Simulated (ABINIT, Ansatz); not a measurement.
**MgS (F-43m): a worked LO-TO splitting**

Wanted: the LO mode of MgS (F-43m) from the TO mode and the field response.

Main program and level: ABINIT 10.8.3; DFT LDA, scalar-relativistic, plane waves, PseudoDojo norm-conserving pseudopotentials.

## Step 1: The relaxed structure

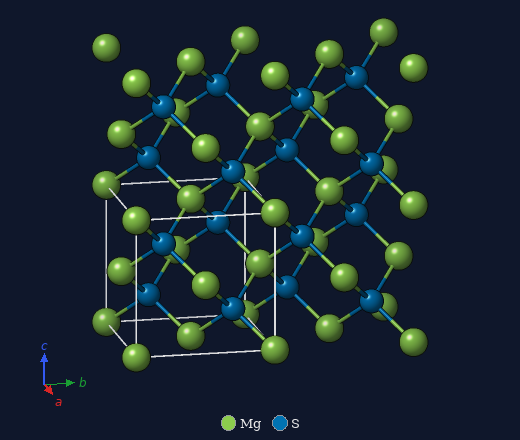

Start, viewed slightly off an axis; magnesium green, sulfur blue. 1×2×2 cells are drawn. This picture shows the conventional cell, with its axes. Bonds to atoms that aren't drawn are left out. Some periodic images of atoms are drawn too.

Structure file:

```xyz
2
Lattice="-2.7982 0.0000 2.7982 0.0000 2.7982 2.7982 -2.7982 2.7982 0.0000" Properties=species:S:1:pos:R:3 pbc="T T T"
Mg    0.0000    0.0000    0.0000
S    -4.1973    4.1973    4.1973
```

This is the cell after its relaxation at this level of theory, not the database cell from which that began.

## Step 2: What the response run gave

A linear-response run on the relaxed cell, with the response to an electric field; only its zone-centre results are used. Cutoff 47 Ha, k mesh 8×8×8.

Numbers of over 12 decimals in the logs are rounded to 6 here.

Output:

```text
[banners, grids, parts of the stress and lines that vanish by symmetry left out]
- input  file    -> dfpt_gamma.abi
- output file    -> dfpt_gamma.abo
- root for input  files -> dfpt_gammai
[...]
DATASET    1 : space group F-4 3 m (#216); Bravais cF (face-center cubic)
[...]
nfft =      110592          nkpt =         260
[...]
DATASET    2 : space group F-4 3 m (#216); Bravais cF (face-center cubic)
[...]
nfft =      110592          nkpt =         260
[...]
== DATASET  1 ==================================================================
[...]
cutoff_energies: {ecut:  47.0, pawecutdg:  -1.0, }
[...]
- 16.00000   6.00000  180309                  znucl, zion, pspdat
[...]
Perturbation : derivative vs k along direction   1
[...]
-ETOT  1  -18.885564545243     -1.889E+01 1.571E-01 0.000E+00
 ETOT  2  -18.901678444704     -1.611E-02 8.088E-04 0.000E+00
 ETOT  3  -18.901717909731     -3.947E-05 6.375E-06 0.000E+00
 ETOT  4  -18.901718057031     -1.473E-07 4.941E-08 0.000E+00
 ETOT  5  -18.901718057717     -6.862E-10 9.067E-10 0.000E+00
[...]
At SCF step   11   max residual=  9.96E-21 < tolwfr=  1.00E-20 =>converged.
[...]
Perturbation : derivative vs k along direction   2
[...]
-ETOT  1  -18.885601437795     -1.889E+01 1.668E-01 0.000E+00
[...]
At SCF step   11   max residual=  9.96E-21 < tolwfr=  1.00E-20 =>converged.
[...]
Perturbation : derivative vs k along direction   3
[...]
-ETOT  1  -18.885564543664     -1.889E+01 1.571E-01 0.000E+00
[...]
At SCF step   11   max residual=  9.96E-21 < tolwfr=  1.00E-20 =>converged.
[...]
1        1       1.1997834952   -0.0000000000
     1        2      -0.5998917476   -0.0000000000
     1        3      -0.5998917476    0.0000000000
     2        1      -0.5998917476   -0.0000000000
     2        2       1.1997834952    0.0000000000
     2        3       0.5998917476    0.0000000000
     3        1      -0.5998917476    0.0000000000
     3        2       0.5998917476    0.0000000000
     3        3       1.1997834952   -0.0000000000
[...]
== DATASET  2 ==================================================================
[...]
cutoff_energies: {ecut:  47.0, pawecutdg:  -1.0, }
[...]
Perturbation : displacement of atom   1   along direction   1
[...]
-ETOT  1   5.289669     -1.485E+04 1.900E+01 3.471E+02
[...]
At SCF step   10       vres2   =  7.37E-12 < tolvrs=  1.00E-10 =>converged.
[...]
At SCF step   10       vres2   =  7.59E-12 < tolvrs=  1.00E-10 =>converged.
[...]
-ETOT  1   1.761486     -4.627E+01 2.478E+00 8.075E+03
[...]
ETOT  9  0.562253     -6.253E-12 4.208E-14 9.961E-10
 ETOT 10  0.562253     -2.274E-13 6.726E-16 7.711E-12
 At SCF step   10       vres2   =  7.71E-12 < tolvrs=  1.00E-10 =>converged.
[...]
Dielectric tensor, in cartesian coordinates,
[...]
1    4   1    4         4.2128913825        -0.0000000000
   1    4   2    4        -0.0000000000        -0.0000000000
   1    4   3    4         0.0000000000        -0.0000000000
   2    4   1    4         0.0000000000        -0.0000000000
   2    4   2    4         4.2128913825        -0.0000000000
   2    4   3    4        -0.0000000000        -0.0000000000
   3    4   1    4         0.0000000000        -0.0000000000
   3    4   2    4        -0.0000000000        -0.0000000000
   3    4   3    4         4.2128913825        -0.0000000000
  Effective charges, in cartesian coordinates,
[...]
1    1   1    4         1.8739813121         0.0000000000
   2    1   1    4         0.0000000000         0.0000000000
   3    1   1    4        -0.0000000000         0.0000000000
   1    2   1    4        -1.8764223477         0.0000000000
   2    2   1    4         0.0000000000         0.0000000000
[...]
Effective charges, in cartesian coordinates,
[...]
Rigid-atom elastic tensor , in cartesian coordinates,
[...]
Rigid-atom proper piezoelectric tensor, in cartesian coordinates,
[...]
2    4   2    6        -0.0074488117         0.0000000000
   2    4   3    6        -0.0000000000         0.0000000000
   3    4   1    5        -0.0000000000         0.0000000000
   3    4   2    5        -0.0000000000         0.0000000000
   3    4   3    5         0.0000000000         0.0000000000
   3    4   1    6         0.0000000000         0.0000000000
   3    4   2    6         0.0000000000         0.0000000000
   3    4   3    6        -0.0074488117         0.0000000000
  Phonon wavevector (reduced coordinates) :  0.00000  0.00000  0.00000
 Phonon energies in Hartree :
[...]
Phonon frequencies in cm-1    :
-  2.901512E+00  2.901512E+00  2.901512E+00  3.432974E+02  3.432974E+02
-  3.432974E+02
  Phonon at Gamma, with non-analyticity in the
[...]
Phonon energies in Hartree :
[...]
Phonon frequencies in cm-1    :
-  2.901512E+00  2.901512E+00  2.905415E+00  3.432974E+02  3.432974E+02
-  4.308535E+02
  Phonon at Gamma, with non-analyticity in the
[...]
Phonon energies in Hartree :
[...]
Phonon frequencies in cm-1    :
-  2.901512E+00  2.901512E+00  2.905415E+00  3.432974E+02  3.432974E+02
-  4.308535E+02
  Phonon at Gamma, with non-analyticity in the
[...]
Phonon energies in Hartree :
[...]
Phonon frequencies in cm-1    :
-  2.901512E+00  2.901512E+00  2.905415E+00  3.432974E+02  3.432974E+02
-  4.308535E+02
[...]
fcart2     0.0000000000E+00  0.0000000000E+00  0.0000000000E+00
           strten2     0.0000000000E+00  0.0000000000E+00  0.0000000000E+00
================================================================================
```

```csv
quantity,value
cell volume Ω (Å³),43.819
mass of Mg (u),24.305
mass of S (u),32.060
"Born charge of Mg, raw (e)",1.874
"Born charge of S, raw (e)",-1.876
ε∞,4.213
ω(TO) after the sum rule (cm⁻¹),343.3
```

## Step 3: The calculation

The charges must sum to zero over the cell; taking off their mean, -0.001 e, leaves Z* = 1.875 e on Mg. In the polar mode Mg moves against S, so the reduced mass is μ = 24.30 × 32.06 / 56.37 = 13.825 u.

A longitudinal wave builds up a field that adds to the restoring force: ω(LO)² = ω(TO)² + 4π Z*² / (μ Ω ε∞), in Hartree atomic units. With μ = 25201 electron masses and Ω = 295.71 bohr³ the second term is 1.4075e-06 Ha², or 67799 cm⁻² (1 Ha = 219474.6 cm⁻¹).

So ω(LO) = √(117841 + 67799) = 430.9 cm⁻¹, and by the Lyddane-Sachs-Teller relation ε₀ = ε∞ (ω(LO)/ω(TO))² = 6.64.

## Step 4: Check against the program

The analysis program adds the same non-analytic term to the full matrix.

Output:

```text
[banners, grids, parts of the stress and lines that vanish by symmetry left out]
-outvars_anaddb: echo values of input variables ----------------------

 Flags :
[...]
Dielectric Tensor and Effective Charges
[...]
Effective charge tensors after
[...]
Phonon wavevector (reduced coordinates) :  0.00000  0.00000  0.00000
 Phonon energies in Hartree :
[...]
Phonon energies in meV     :
-  0.000000E+00  0.000000E+00  0.000000E+00  4.256146E+01  4.256146E+01
-  4.256146E+01
 Phonon frequencies in cm-1    :
-  0.000000E+00  0.000000E+00  0.000000E+00  3.432813E+02  3.432813E+02
-  3.432813E+02
 Phonon frequencies in Thz     :
-  0.000000E+00  0.000000E+00  0.000000E+00  1.029131E+01  1.029131E+01
-  1.029131E+01
 Phonon energies in Kelvin  :
-  0.000000E+00  0.000000E+00  0.000000E+00  4.939052E+02  4.939052E+02
-  4.939052E+02
[...]
-  1  0.00000000E+00  0.00000000E+00 -3.11955069E-03
-     0.00000000E+00  0.00000000E+00  0.00000000E+00
-  2  0.00000000E+00  0.00000000E+00 -3.11955109E-03
-     0.00000000E+00  0.00000000E+00  0.00000000E+00
[...]
-  1  0.00000000E+00  3.11955069E-03  0.00000000E+00
-     0.00000000E+00  0.00000000E+00  0.00000000E+00
-  2  0.00000000E+00  3.11955109E-03  0.00000000E+00
-     0.00000000E+00  0.00000000E+00  0.00000000E+00
[...]
-  1  3.11955070E-03  0.00000000E+00  0.00000000E+00
-     0.00000000E+00  0.00000000E+00  0.00000000E+00
-  2  3.11955110E-03  0.00000000E+00  0.00000000E+00
-     0.00000000E+00  0.00000000E+00  0.00000000E+00
[...]
-  1  1.39226789E-07 -1.01600612E-07 -3.58316399E-03
-     0.00000000E+00  0.00000000E+00  0.00000000E+00
-  2 -1.05529429E-07  0.00000000E+00  2.71592308E-03
-     0.00000000E+00  0.00000000E+00  0.00000000E+00
[...]
-  1  4.28959421E-07  3.58316396E-03 -1.01583944E-07
-     0.00000000E+00  0.00000000E+00  0.00000000E+00
-  2 -3.25137448E-07 -2.71592306E-03  0.00000000E+00
-     0.00000000E+00  0.00000000E+00  0.00000000E+00
[...]
-  1  3.58316396E-03 -4.28955473E-07  1.39238952E-07
-     0.00000000E+00  0.00000000E+00  0.00000000E+00
-  2 -2.71592306E-03  3.25134456E-07 -1.05538648E-07
-     0.00000000E+00  0.00000000E+00  0.00000000E+00
[...]
-     1          0.000000    -0.000000     0.000000     0.000000
-     2         -0.000000    -0.000000    -0.000000     0.000000
-     3         -0.000000     0.000000    -0.000000     0.000000
-     4          0.000102    -0.000074    -2.627154     2.627154
-     5          0.000315     2.627154    -0.000074     2.627154
-     6          2.627154    -0.000315     0.000102     2.627154
[...]
-   1     Real    0.0000E+00  0.0000E+00  0.0000E+00  0.0000E+00  0.0000E+00  0.0000E+00  0.0000E+00
[...]
-     0.00000000E+00  0.00000000E+00  0.00000000E+00
-  2  0.00000000E+00  0.00000000E+00 -3.11955109E-03
-     0.00000000E+00  0.00000000E+00  0.00000000E+00
[...]
Phonon at Gamma, with non-analyticity in the
[...]
Phonon energies in Hartree :
[...]
Phonon energies in meV     :
-  0.000000E+00  0.000000E+00  0.000000E+00  4.256146E+01  4.256146E+01
-  5.341918E+01
 Phonon frequencies in cm-1    :
-  0.000000E+00  0.000000E+00  0.000000E+00  3.432813E+02  3.432813E+02
-  4.308548E+02
 Phonon frequencies in Thz     :
-  0.000000E+00  0.000000E+00  0.000000E+00  1.029131E+01  1.029131E+01
-  1.291670E+01
 Phonon energies in Kelvin  :
-  0.000000E+00  0.000000E+00  0.000000E+00  4.939052E+02  4.939052E+02
-  6.199039E+02
[...]
Phonon at Gamma, with non-analyticity in the
[...]
Phonon energies in Hartree :
[...]
Phonon energies in meV     :
-  0.000000E+00  0.000000E+00  0.000000E+00  4.256146E+01  4.256146E+01
-  5.341918E+01
 Phonon frequencies in cm-1    :
-  0.000000E+00  0.000000E+00  0.000000E+00  3.432813E+02  3.432813E+02
-  4.308548E+02
 Phonon frequencies in Thz     :
-  0.000000E+00  0.000000E+00  0.000000E+00  1.029131E+01  1.029131E+01
-  1.291670E+01
 Phonon energies in Kelvin  :
-  0.000000E+00  0.000000E+00  0.000000E+00  4.939052E+02  4.939052E+02
-  6.199039E+02
[...]
-  1  6.89582879E-07 -3.11954986E-03 -2.22188898E-06
-     0.00000000E+00  0.00000000E+00  0.00000000E+00
-  2  6.89631521E-07 -3.11955021E-03 -2.22184071E-06
-     0.00000000E+00  0.00000000E+00  0.00000000E+00
[...]
-  1  3.11955060E-03  6.89265651E-07  5.23208042E-07
-     0.00000000E+00  0.00000000E+00  0.00000000E+00
-  2  3.11955096E-03  6.89217191E-07  5.23159560E-07
-     0.00000000E+00  0.00000000E+00  0.00000000E+00
[...]
-  1  5.30033296E-04  2.22673587E-03 -2.75676917E-03
-     0.00000000E+00  0.00000000E+00  0.00000000E+00
-  2 -4.01748194E-04 -1.68779419E-03  2.08954238E-03
-     0.00000000E+00  0.00000000E+00  0.00000000E+00
[...]
-  1  2.87722798E-03 -1.89763629E-03 -9.79591689E-04
-     0.00000000E+00  0.00000000E+00  0.00000000E+00
-  2 -2.18084629E-03  1.43834729E-03  7.42499001E-04
-     0.00000000E+00  0.00000000E+00  0.00000000E+00
[...]
Direction                     Dielectric constant
[...]
Elastic Tensor (clamped ion) (unit:10^2GP):
[...]
Elastic Tensor (relaxed ion) (unit:10^2GP):
[...]
Calculation of the tensor related to piezoelectric effetc
[...]
Proper piezoelectric constants (clamped ion) (unit:c/m^2)
[...]
Increase cutoff energy or k-points sampling.
[...]
Proper piezoelectric constants (relaxed ion) (unit:c/m^2)
[...]
-0.00000000      0.33684850      0.00000000
      0.00000000      0.00000000      0.33684850
-
```

```csv
quantity,by hand,program
ω(LO) (cm⁻¹),430.9,430.9
ε₀,6.64,6.64
```

## Step 5: Summary of results

* TO mode: 343.3 cm⁻¹
* LO mode: 430.9 cm⁻¹
* static dielectric constant: 6.636

What this shows: The LO mode of MgS (F-43m) lies at 431 cm⁻¹, 88 cm⁻¹ above the TO mode; the formula meets the program within 0.1 cm⁻¹, as it must for a cubic crystal with one polar mode. ω(LO)² − ω(TO)² goes with Z*²/ε∞: an error of 5 % in ε∞ would move the LO mode by 3.8 cm⁻¹, and semilocal functionals tend to overestimate ε∞. These are harmonic values at zero temperature, at the volume of this functional, for the structure held cubic; stability elsewhere in the zone is no part of this calculation.

[Host names and launcher messages were left out of these logs when they were recorded.]

[Logs are printed without paths, hosts, clocks, repeated set-up lines and the standing remarks that a program may print on its own settings, such as how far it seeks lower states.]

[Hosts, paths, dates, database ids (printed as entryN), source tags and the programs' standing remarks are cut or masked in the printed files.]
